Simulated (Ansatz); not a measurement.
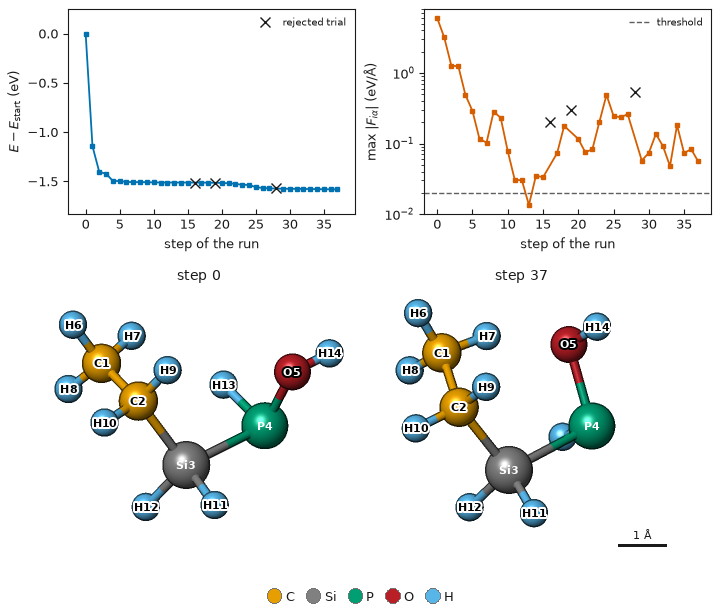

First and last geometry of a relaxation of C$_{2}$H$_{9}$OPSi, with the history of the run. A ball-and-stick model, seen at a tilt.

The run prepares the start of a later molecular dynamics calculation, from a guessed geometry.

Method: Ansatz 0.2.0, RKS BLYP-D4/STO-3G. (no spin polarisation; force threshold 0.02 eV/Å; at most 40 steps)

Did the run converge, and what did it change?

Answer. The relaxation stopped without meeting its thresholds, so the last structure isn't shown to be converged. The atom that moves furthest after the best rigid fit is O5 (1.40 Å). By element the largest moves are O 1.40 Å, H 1.32 Å, C 0.45 Å, P 0.15 Å, Si 0.12 Å. Among the contacts that change: P4–O5 1.577 → 1.794 Å, C1–C2 1.460 → 1.572 Å, P4–H13 1.532 → 1.430 Å, O5–H14 0.951 → 1.045 Å. Bond angles that change, for instance: P4–O5–H14 112.5° → 100.8°, H6–C1–H7 102.6° → 110.1°, O5–P4–H13 98.3° → 91.6°. Groups turn about P4–O5 by about 75°, Si3–P4 by about 55°. After 34 accepted moves (37 points after the start) the energy has fallen by 1.581 eV. Largest force component: 6 eV/Å at the start, 0.056 eV/Å at the end. The line search rejected the trial steps at points 16, 19, 28 of the run. The forces were under the threshold at step 13, but the run went on from there. The run took 120 s on 1 thread of Intel(R) Xeon(R) Platinum 8488C (Sapphire Rapids), on a shared host, peak memory 0.17 GiB.

```
step  E − E(0), eV  largest force component, eV/Å      note
   0        0.0000                         5.9841          
   1       -1.1418                         3.1803          
   2       -1.4038                         1.2704          
   3       -1.4208                         1.2390          
   4       -1.4946                         0.4888          
   5       -1.4960                         0.2887          
   6       -1.5044                         0.1155          
   7       -1.5067                         0.1031          
   8       -1.5068                         0.2831          
   9       -1.5071                         0.2311          
  10       -1.5098                         0.0780          
  11       -1.5105                         0.0304          
  13       -1.5108                         0.0135          
  14       -1.5109                         0.0351          
  16       -1.5107                         0.2015  rejected
  17       -1.5116                         0.0731          
  19       -1.5120                         0.3018  rejected
  20       -1.5151                         0.1160          
  21       -1.5183                         0.0749          
  23       -1.5337                         0.2037          
  24       -1.5350                         0.4886          
  26       -1.5660                         0.2347          
  27       -1.5698                         0.2607          
  28       -1.5694                         0.5319  rejected
  30       -1.5744                         0.0735          
  31       -1.5748                         0.1364          
  33       -1.5771                         0.0479          
  34       -1.5779                         0.1820          
  36       -1.5793                         0.0832          
  37       -1.5805                         0.0557
```

Limits of the set-up: STO-3G is a minimal basis, so the numbers are rough.
